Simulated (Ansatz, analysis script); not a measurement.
# Dzyaloshinskii–Moriya energy of a VBrO monolayer, part 2 of 2

Wanted: sign and size of the DM energy of a VBrO monolayer.

Ansatz 0.2.0; LDA with U = 3.2 eV on V d, PAW set soft_2 (files made for PBE).

So far. Step 2 (Starting state): The run ends ferromagnetic, with a net moment of 4 μB a cell. Only this order was typed.

## (3) Cycloid, from the normal towards q

Level of this step: Ansatz DFT on spinors with spin-orbit coupling, a commensurate spiral in a supercell with locked directions; LDA+U, PAW default (Ansatz).

Spin–orbit coupling breaks the generalised Bloch theorem, so the spiral needs a supercell. Locks hold the directions.

input.yaml

```yaml
crystal:
  lattice:
    - [10.14, 0.0, 0.0]
    - [0.0, 3.775, 0.0]
    - [0.0, 0.0, 20.5268]
  atoms:
    - { symbol: V, position: [0.1666666667, 0.5, 0.542686], spin: 1.54, spin_axis: [0.866025, 0.0, 0.5] }
    - { symbol: V, position: [0.5, 0.5, 0.542686], spin: 1.54, spin_axis: [0.0, 0.0, -1.0] }
    - { symbol: V, position: [0.8333333333, 0.5, 0.542686], spin: 1.54, spin_axis: [-0.866025, 0.0, 0.5] }
    - { symbol: V, position: [0.0, 0.0, 0.457314], spin: 1.54, spin_axis: [0.0, 0.0, 1.0] }
    - { symbol: V, position: [0.3333333333, 0.0, 0.457314], spin: 1.54, spin_axis: [0.866025, 0.0, -0.5] }
    - { symbol: V, position: [0.6666666667, 0.0, 0.457314], spin: 1.54, spin_axis: [-0.866025, 0.0, -0.5] }
    - { symbol: Br, position: [0.0, 0.5, 0.634624] }
    - { symbol: Br, position: [0.3333333333, 0.5, 0.634624] }
    - { symbol: Br, position: [0.6666666667, 0.5, 0.634624] }
    - { symbol: O, position: [0.0, 0.5, 0.484814] }
    - { symbol: O, position: [0.3333333333, 0.5, 0.484814] }
    - { symbol: O, position: [0.6666666667, 0.5, 0.484814] }
    - { symbol: O, position: [0.1666666667, 0.0, 0.515186] }
    - { symbol: O, position: [0.5, 0.0, 0.515186] }
    - { symbol: O, position: [0.8333333333, 0.0, 0.515186] }
    - { symbol: Br, position: [0.1666666667, 0.0, 0.365376] }
    - { symbol: Br, position: [0.5, 0.0, 0.365376] }
    - { symbol: Br, position: [0.8333333333, 0.0, 0.365376] }
kpoints:
  mp_grid: { grid: [1, 3, 1] }
hamiltonian:
  xc: lda
  hubbard: { sites: [{ species: V, l: d, u_eff: 3.2 }] }
scf:
  occupations: { method: fermi_dirac, width: 0.05 }
  max_iter: 120
  convergence: { dr2_threshold: 1.0e-08 }
basis:
  ecutwfc: 420.0
magnetization:
  noncollinear: true
  spin_orbit: true
  spin_locking: { lock_directions: true }
output:
  hubbard: { sites: [{ species: V, l: d }] }
```

On the command line:

```sh
> ansatz run input.yaml --threads 1 --pin off --max-ram 2560MiB --backend cpu --events-out ev --progress --plain --runs-dir out
```

Numbers of over 12 decimals in the logs are rounded to 6 here.

What it wrote:

```text
[...]
Crystal: 18 atoms, lattice volume = 785.735 Å³
Basis set: ecut = 420 eV, 15393 PW (Γ)
Bands: 192, of which v1, the nominal top of the filled ones, is band 156 counted from 1 (155 counted from 0)
Symmetry: 2 space group operations + 2 with time reversal
[...]
k-points: 2 of 3
Projection manifold: j_resolved (fully-relativistic pseudo-atomic orbitals)
[...]
Starting moments: Σ|m| = 9.24 μB on 6 of 18 sites
[...]
SCF iter   2: F=-36654.755202 eV  HF=-36656.140581 eV  |F-HF|=1.39e0  |Δ(HF+E_count)|=    7.98e0  Δρ=2.84e-2  dr2=4.51e0  dr2_m=1.20e0  ethr=2.50e-3  |M|=2.78e-2 ∫|m|=1.34e1 μB  |m|>n=8.6e-2 m-floor=0.0e0 τ_xc=7.1e-17  β_m=0.28  ⟨swp⟩=3.0  Hψ=1890  notcnv=0
eigensolver tolerance schedule calibrated: the retry pair's looser diagonalisation under-reported the residual by θ = 0.14 (0.13/decade); ethr = c·dr2/N_el runs at the constant in force after the calibration composes with the one it found (an armed cap, an earlier calibration), c = 6.0e-2
SCF iter   3: F=-36655.090171 eV  HF=-36656.366389 eV  |F-HF|=1.28e0  |Δ(HF+E_count)|=   2.26e-1  Δρ=1.85e-2  dr2=3.57e0  dr2_m=9.56e-1  ethr=1.73e-3  |M|=2.83e-1 ∫|m|=1.34e1 μB  |m|>n=1.0e-1 m-floor=0.0e0 τ_xc=7.4e-17  β_m=0.49  ⟨swp⟩=3.0  Hψ=929  notcnv=0
[...]
SCF iter  41: F=-36659.970121 eV  HF=-36659.970121 eV  |F-HF|=7.28e-10  |Δ(HF+E_count)|=   1.79e-9  Δρ=7.93e-7  dr2=5.56e-9  dr2_m=1.37e-9  ethr=5.01e-12 (applied; sched 3.83e-12)  |M|=1.43e-4 ∫|m|=1.27e1 μB  |m|>n=1.1e-1 m-floor=0.0e0 τ_xc=7.8e-17  ⟨swp⟩=4.0  Hψ=990  notcnv=0
SCF 1 converged in 41 iterations: F = -36659.970121 eV  dr2 = 5.56e-9
[...]
SCF converged after 41 iterations
Stability not checked: this state was not tested for a lower state beside it, because a magnetisation constraint still acts at the end of the SCF (magnetization_constraint; see scf.lower_state_search)
Magnetization: |M| = 0.0001 μB,  M = (+0.0000, -0.0000, -0.0001) μB
Absolute magnetization: 12.7278 μB (∫|m|, with the PAW one-centre terms)
  site 0: m = (+1.3220, -0.0000, +0.7631) μB, |m| = 1.5264 μB  (R = 0.81 Å)
  site 1: m = (+0.0000, +0.0000, -1.5262) μB, |m| = 1.5262 μB  (R = 0.81 Å)
  site 2: m = (-1.3220, +0.0000, +0.7631) μB, |m| = 1.5264 μB  (R = 0.81 Å)
  site 3: m = (-0.0000, +0.0000, +1.5271) μB, |m| = 1.5271 μB  (R = 0.81 Å)
  site 4: m = (+1.3229, +0.0000, -0.7635) μB, |m| = 1.5274 μB  (R = 0.81 Å)
  site 5: m = (-1.3229, -0.0000, -0.7635) μB, |m| = 1.5274 μB  (R = 0.81 Å)
  site 6: m = (+0.0000, +0.0000, -0.0169) μB, |m| = 0.0169 μB  (R = 1.04 Å)
  site 7: m = (-0.0147, -0.0000, +0.0084) μB, |m| = 0.0170 μB  (R = 1.04 Å)
  site 8: m = (+0.0147, +0.0000, +0.0084) μB, |m| = 0.0170 μB  (R = 1.04 Å)
  site 9: m = (-0.0000, +0.0000, -0.0105) μB, |m| = 0.0105 μB  (R = 0.81 Å)
  site 10: m = (-0.0090, -0.0000, +0.0052) μB, |m| = 0.0104 μB  (R = 0.81 Å)
  site 11: m = (+0.0090, -0.0000, +0.0052) μB, |m| = 0.0104 μB  (R = 0.81 Å)
  site 12: m = (-0.0097, +0.0000, -0.0056) μB, |m| = 0.0112 μB  (R = 0.81 Å)
  site 13: m = (-0.0000, -0.0000, +0.0113) μB, |m| = 0.0113 μB  (R = 0.81 Å)
  site 14: m = (+0.0097, -0.0000, -0.0056) μB, |m| = 0.0112 μB  (R = 0.81 Å)
  site 15: m = (-0.0148, -0.0000, -0.0086) μB, |m| = 0.0171 μB  (R = 1.04 Å)
  site 16: m = (-0.0000, -0.0000, +0.0172) μB, |m| = 0.0172 μB  (R = 1.04 Å)
  site 17: m = (+0.0148, +0.0000, -0.0086) μB, |m| = 0.0171 μB  (R = 1.04 Å)
--- Magnetisation constraints (ε_frz = 1.0e-4 eV) ---
  site  kind           target                            achieved (μB)             |Δ|max (μB)  g (eV/μB)                   λ_eff  esc  ok   flags
  0     per_site_axis  ê (+0.866, +0.000, +0.500) ≥0.00  (+1.322, +0.000, +0.763)  1.64e-4      (+1.9e-4, +0.0e0, -3.3e-4)  1.000  0    yes
  1     per_site_axis  ê (+0.000, +0.000, -1.000) ≥0.00  (+0.000, +0.000, -1.526)  0.00e0       (+0.0e0, +0.0e0, +0.0e0)    1.000  0    yes
  2     per_site_axis  ê (-0.866, +0.000, +0.500) ≥0.00  (-1.322, +0.000, +0.763)  1.64e-4      (-1.9e-4, +0.0e0, -3.3e-4)  1.000  0    yes
  3     per_site_axis  ê (+0.000, +0.000, +1.000) ≥0.00  (+0.000, +0.000, +1.527)  0.00e0       (+0.0e0, +0.0e0, +0.0e0)    1.000  0    yes
  4     per_site_axis  ê (+0.866, +0.000, -0.500) ≥0.00  (+1.323, +0.000, -0.764)  1.65e-4      (+1.9e-4, +0.0e0, +3.3e-4)  1.000  0    yes
  5     per_site_axis  ê (-0.866, +0.000, -0.500) ≥0.00  (-1.323, +0.000, -0.764)  1.65e-4      (-1.9e-4, +0.0e0, +3.3e-4)  1.000  0    yes
Free energy (F): -36659.970121 eV
[...]
Internal energy: -36659.970121 eV  (E = F + TS)
E sigma→0 (E₀):  -36659.970121 eV
Entropy (-TS):   -0.000000 eV (-0.000 meV/atom)
Fermi energy:    -0.628523 eV
[...]
--- Hubbard shell moments (per corrected site; Tr N, ν in electrons; μ in μ_B) ---
  shell 0: Tr N=3.3595  μ_S=(+1.7373, +0.0000, +1.0027)  μ_L=(-0.1103, +0.0000, -0.0207)  μ=(+1.6270, +0.0000, +0.9820)  ν=0.0312 along (+0.866, -0.000, +0.500)
  shell 1: Tr N=3.3595  μ_S=(+0.0000, -0.0000, -2.0055)  μ_L=(+0.0000, +0.0000, +0.0413)  μ=(+0.0000, +0.0000, -1.9642)  ν=0.0354 along (-0.000, -0.000, -1.000)
  shell 2: Tr N=3.3595  μ_S=(-1.7373, -0.0000, +1.0027)  μ_L=(+0.1103, -0.0000, -0.0207)  μ=(-1.6270, -0.0000, +0.9820)  ν=0.0312 along (-0.866, +0.000, +0.500)
  shell 3: Tr N=3.3597  μ_S=(+0.0000, -0.0000, +2.0066)  μ_L=(+0.0000, +0.0000, -0.0410)  μ=(+0.0000, +0.0000, +1.9656)  ν=0.0371 along (+0.000, +0.000, +1.000)
  shell 4: Tr N=3.3597  μ_S=(+1.7383, +0.0000, -1.0033)  μ_L=(-0.1128, -0.0000, +0.0206)  μ=(+1.6256, -0.0000, -0.9827)  ν=0.0326 along (+0.866, +0.000, -0.500)
  shell 5: Tr N=3.3597  μ_S=(-1.7383, -0.0000, -1.0033)  μ_L=(+0.1128, -0.0000, +0.0206)  μ=(-1.6256, -0.0000, -0.9827)  ν=0.0326 along (-0.866, -0.000, -0.500)
--- Band table (eV) ---
  k-point 0: bands = [... 152 lower, -1.4965, -1.4894, -1.4416, -1.4147, 0.9525, 0.9528, 0.9545, 0.9551, ... 32 higher]
  k-point 1: bands = [... 152 lower, -1.5329, -1.5246, -1.4798, -1.4746, 0.1743, 0.1747, 0.2242, 0.2248, ... 32 higher]
Occupation matrices written to <dir>
--- Occupation matrices: 6 shells (run DFT+U table (all-electron-ortho-atomic); ε = 7.77e-3) ---
  V0 d_3D: site group C2v (mm2)
  V0 d_3D spinor Tr n = 3.3595  λ = 0.070 0.075 0.107 0.150 0.212 0.213 0.259 0.297 0.985 0.992  [2× xy 0.50 E1/2(1.00) | yz 1.00 E1/2(1.00) | yz 0.99 E1/2(1.00) | 2× xz 0.50 E1/2(1.00) | x2-y2 0.92 E1/2(1.00) | xz 1.00 E1/2(1.00) | 2× xy 0.50 E1/2(1.00)]
  V1 d_3D: site group C2v (mm2)
[...]
V2 d_3D: site group C2v (mm2)
[...]
V3 d_3D: site group C2v (mm2)
[...]
V4 d_3D: site group C2v (mm2)
[...]
V5 d_3D: site group C2v (mm2)
[...]
Tr n, λ and their labels are of the run-group-symmetrised matrices; stabiliser: 4 of 48 elements of G0×{1,Θ} (closed), max defect 7.9e-16 at τ = 1.6e-3
```

Wall time 22 min (1 thread of Arm Neoverse V1, shared host); peak memory 2.2 GiB.

The largest moment is 1.53 μB, and the net moment 0 μB.

Spin moment in the atom's sphere by atom:

| atom | x (μB) | y (μB) | z (μB) | size |
| --- | --- | --- | --- | --- |
| V1 | 1.32 | 0.00 | 0.76 | 1.53 |
| V2 | 0.00 | 0.00 | -1.53 | 1.53 |
| V3 | -1.32 | 0.00 | 0.76 | 1.53 |
| V4 | 0.00 | 0.00 | 1.53 | 1.53 |
| V5 | 1.32 | 0.00 | -0.76 | 1.53 |
| V6 | -1.32 | 0.00 | -0.76 | 1.53 |
| Br7 | 0.00 | 0.00 | -0.02 | 0.02 |
| Br8 | -0.01 | 0.00 | 0.01 | 0.02 |
| Br9 | 0.01 | 0.00 | 0.01 | 0.02 |
| O10 | 0.00 | 0.00 | -0.01 | 0.01 |
| O11 | -0.01 | 0.00 | 0.01 | 0.01 |
| O12 | 0.01 | 0.00 | 0.01 | 0.01 |
| O13 | -0.01 | 0.00 | -0.01 | 0.01 |
| O14 | 0.00 | 0.00 | 0.01 | 0.01 |
| O15 | 0.01 | 0.00 | -0.01 | 0.01 |
| Br16 | -0.01 | 0.00 | -0.01 | 0.02 |
| Br17 | 0.00 | 0.00 | 0.02 | 0.02 |
| Br18 | 0.01 | 0.00 | -0.01 | 0.02 |

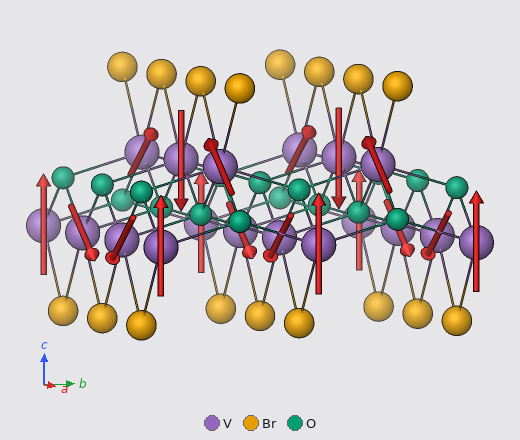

Spin moment in the atom's sphere as arrows, the longest 1.53 μB. 1×2×1 cells are drawn. Some periodic images of atoms are drawn too.

## (4) Cycloid, from the normal against q

The same cycloid turning the other way: exchange and anisotropy cost the same, and only the Dzyaloshinskii–Moriya term changes sign.

input.yaml, the sections that differ from step 3:

```yaml
crystal:
  lattice:
    - [10.14, 0.0, 0.0]
    - [0.0, 3.775, 0.0]
    - [0.0, 0.0, 20.5268]
  atoms:
    - { symbol: V, position: [0.1666666667, 0.5, 0.542686], spin: 1.54, spin_axis: [-0.866025, 0.0, 0.5] }
    - { symbol: V, position: [0.5, 0.5, 0.542686], spin: 1.54, spin_axis: [0.0, 0.0, -1.0] }
    - { symbol: V, position: [0.8333333333, 0.5, 0.542686], spin: 1.54, spin_axis: [0.866025, 0.0, 0.5] }
    - { symbol: V, position: [0.0, 0.0, 0.457314], spin: 1.54, spin_axis: [0.0, 0.0, 1.0] }
    - { symbol: V, position: [0.3333333333, 0.0, 0.457314], spin: 1.54, spin_axis: [-0.866025, 0.0, -0.5] }
    - { symbol: V, position: [0.6666666667, 0.0, 0.457314], spin: 1.54, spin_axis: [0.866025, 0.0, -0.5] }
    - { symbol: Br, position: [0.0, 0.5, 0.634624] }
    - { symbol: Br, position: [0.3333333333, 0.5, 0.634624] }
    - { symbol: Br, position: [0.6666666667, 0.5, 0.634624] }
    - { symbol: O, position: [0.0, 0.5, 0.484814] }
    - { symbol: O, position: [0.3333333333, 0.5, 0.484814] }
    - { symbol: O, position: [0.6666666667, 0.5, 0.484814] }
    - { symbol: O, position: [0.1666666667, 0.0, 0.515186] }
    - { symbol: O, position: [0.5, 0.0, 0.515186] }
    - { symbol: O, position: [0.8333333333, 0.0, 0.515186] }
    - { symbol: Br, position: [0.1666666667, 0.0, 0.365376] }
    - { symbol: Br, position: [0.5, 0.0, 0.365376] }
    - { symbol: Br, position: [0.8333333333, 0.0, 0.365376] }
# kpoints, hamiltonian, scf, basis, magnetization, output: as in step 3
```

What it wrote:

```text
[...]
Crystal: 18 atoms, lattice volume = 785.735 Å³
Basis set: ecut = 420 eV, 15393 PW (Γ)
Bands: 192, of which v1, the nominal top of the filled ones, is band 156 counted from 1 (155 counted from 0)
Symmetry: 2 space group operations + 2 with time reversal
[...]
k-points: 2 of 3
Projection manifold: j_resolved (fully-relativistic pseudo-atomic orbitals)
[...]
Occupation matrices written to <dir>
[...]
V0 d_3D: site group C2v (mm2)
[...]
V1 d_3D: site group C2v (mm2)
[...]
V2 d_3D: site group C2v (mm2)
[...]
V3 d_3D: site group C2v (mm2)
[...]
V4 d_3D: site group C2v (mm2)
[...]
V5 d_3D: site group C2v (mm2)
[...]
[key lines of the parts left out:]
SCF converged after 45 iterations
Magnetization: |M| = 0.0001 μB,  M = (+0.0000, +0.0000, +0.0001) μB
Free energy (F): -36659.970121 eV
Fermi energy:    -0.628530 eV
```

Wall time 25 min (1 thread); peak memory 2.2 GiB.

The largest moment is 1.53 μB, and the net moment 0 μB.

Spin moment in the atom's sphere by atom:

```csv
atom,x (μB),y (μB),z (μB),size
V1,-1.32,0.00,0.76,1.53
V2,0.00,0.00,-1.53,1.53
V3,1.32,0.00,0.76,1.53
V4,0.00,0.00,1.53,1.53
V5,-1.32,0.00,-0.76,1.53
V6,1.32,0.00,-0.76,1.53
Br7,0.00,0.00,-0.02,0.02
Br8,0.01,0.00,0.01,0.02
Br9,-0.01,0.00,0.01,0.02
O10,0.00,0.00,-0.01,0.01
O11,0.01,0.00,0.01,0.01
O12,-0.01,0.00,0.01,0.01
O13,0.01,0.00,-0.01,0.01
O14,0.00,0.00,0.01,0.01
O15,-0.01,0.00,-0.01,0.01
Br16,0.01,0.00,-0.01,0.02
Br17,0.00,0.00,0.02,0.02
Br18,-0.01,0.00,-0.01,0.02
```

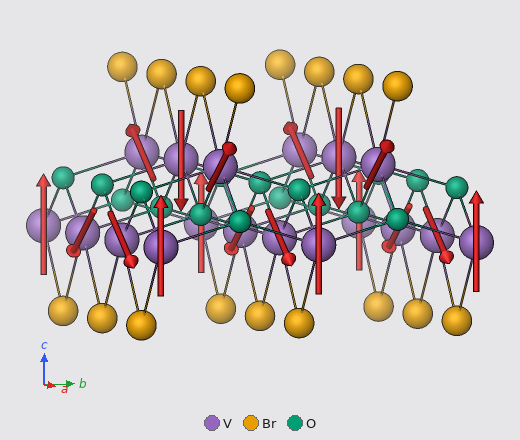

Spin moment in the atom's sphere as arrows, the longest 1.53 μB. 1×2×1 cells are drawn. Some periodic images of atoms are drawn too.

## (5) Parallel, along the normal

input.yaml, the sections that differ from step 4:

```yaml
crystal:
  lattice:
    - [10.14, 0.0, 0.0]
    - [0.0, 3.775, 0.0]
    - [0.0, 0.0, 20.5268]
  atoms:
    - { symbol: V, position: [0.1666666667, 0.5, 0.542686], spin: 1.54, spin_axis: [0.0, 0.0, 1.0] }
    - { symbol: V, position: [0.5, 0.5, 0.542686], spin: 1.54, spin_axis: [0.0, 0.0, 1.0] }
    - { symbol: V, position: [0.8333333333, 0.5, 0.542686], spin: 1.54, spin_axis: [0.0, 0.0, 1.0] }
    - { symbol: V, position: [0.0, 0.0, 0.457314], spin: 1.54, spin_axis: [0.0, 0.0, 1.0] }
    - { symbol: V, position: [0.3333333333, 0.0, 0.457314], spin: 1.54, spin_axis: [0.0, 0.0, 1.0] }
    - { symbol: V, position: [0.6666666667, 0.0, 0.457314], spin: 1.54, spin_axis: [0.0, 0.0, 1.0] }
    - { symbol: Br, position: [0.0, 0.5, 0.634624] }
    - { symbol: Br, position: [0.3333333333, 0.5, 0.634624] }
    - { symbol: Br, position: [0.6666666667, 0.5, 0.634624] }
    - { symbol: O, position: [0.0, 0.5, 0.484814] }
    - { symbol: O, position: [0.3333333333, 0.5, 0.484814] }
    - { symbol: O, position: [0.6666666667, 0.5, 0.484814] }
    - { symbol: O, position: [0.1666666667, 0.0, 0.515186] }
    - { symbol: O, position: [0.5, 0.0, 0.515186] }
    - { symbol: O, position: [0.8333333333, 0.0, 0.515186] }
    - { symbol: Br, position: [0.1666666667, 0.0, 0.365376] }
    - { symbol: Br, position: [0.5, 0.0, 0.365376] }
    - { symbol: Br, position: [0.8333333333, 0.0, 0.365376] }
# kpoints, hamiltonian, scf, basis, magnetization, output: as in step 4
```

What it wrote:

```text
[...]
Crystal: 18 atoms, lattice volume = 785.735 Å³
Basis set: ecut = 420 eV, 15393 PW (Γ)
Bands: 192, of which v1, the nominal top of the filled ones, is band 156 counted from 1 (155 counted from 0)
Symmetry: 12 space group operations + 12 with time reversal
[...]
k-points: 2 of 3
Projection manifold: j_resolved (fully-relativistic pseudo-atomic orbitals)
[...]
V1 d_3D: site group C2v (mm2)
[...]
V2 d_3D: site group C2v (mm2)
[...]
V3 d_3D: site group C2v (mm2)
[...]
V4 d_3D: site group C2v (mm2)
[...]
V5 d_3D: site group C2v (mm2)
[...]
[key lines of the parts left out:]
SCF converged after 24 iterations
Magnetization: |M| = 11.9917 μB,  M = (+0.0000, -0.0000, +11.9917) μB
Free energy (F): -36659.974853 eV
Fermi energy:    -0.641363 eV
```

Elapsed: 14 min, on 1 thread; peak memory 2.2 GiB.

The largest moment is 1.54 μB, and the net moment 12.0 μB.

## (6) The senses compared

Energies of the textures:

```
                           texture  energy (meV a small cell)
cycloid, from the normal towards q                          0
cycloid, from the normal against q                          0
        parallel, along the normal                     -1.577
```

## (7) Results

* cycloids, towards q less against q: 0 meV a small cell
* wavelength: 10.1 Å
* turn a cell: 120°

In words: The two cycloids have exactly one energy, as where symmetry joins them: no Dzyaloshinskii–Moriya term acts along this q. The parallel state lies 1.58 meV under the lower cycloid. A short period weighs near neighbours most and does not give the long-wavelength DM constant. The 3 supercell runs took 61 min of wall time, added up. The cell was taken as built, with atoms unrelaxed.

[Logs and program files are shortened in this print: banners, set-up blocks, solver, clock and traceback lines can be left out without a mark of their own.]

[Logs are printed without paths, hosts, clocks, repeated set-up lines and the standing remarks that a program may print on its own settings, such as how far it seeks lower states.]

[Hosts, paths, dates, database ids (printed as entryN), source tags and the programs' standing remarks are cut or masked in the printed files.]
